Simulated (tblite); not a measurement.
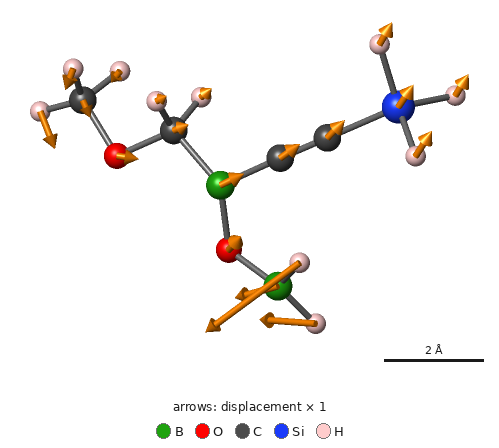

A relaxation of C4H10B2O2Si. The starting structure is drawn; orange arrows show the displacements, at their true length. The two geometries are superimposed by the best rigid fit.

Style: ball-and-stick. Shown at a tilt.

These are results of GFN2-xTB geometry optimisation, gas phase (tblite), not measurements. 

Which element moves most?

Hydrogen: up to 2.53 Å, against 1.06 Å for boron.

Describe the change and its energy.

The atom that moves furthest after the best rigid fit is an H atom (2.53 Å). By element the largest moves are H 2.53 Å, B 1.06 Å, O 0.63 Å, Si 0.60 Å, C 0.54 Å. Among the contacts that change: B–O 1.464 → 1.295 Å, B–C 1.572 → 1.530 Å, B–C 1.580 → 1.617 Å, C–H 1.131 → 1.104 Å. Among the angles between lasting bonds that change: B–O–B 109.0° → 176.5°, C–O–C 104.3° → 113.0°, H–B–H 112.8° → 121.0°. After 115 geometry steps the energy has fallen by 44.6 kcal/mol. The run took 1 s on 1 thread of Arm Neoverse V1 (shared host).
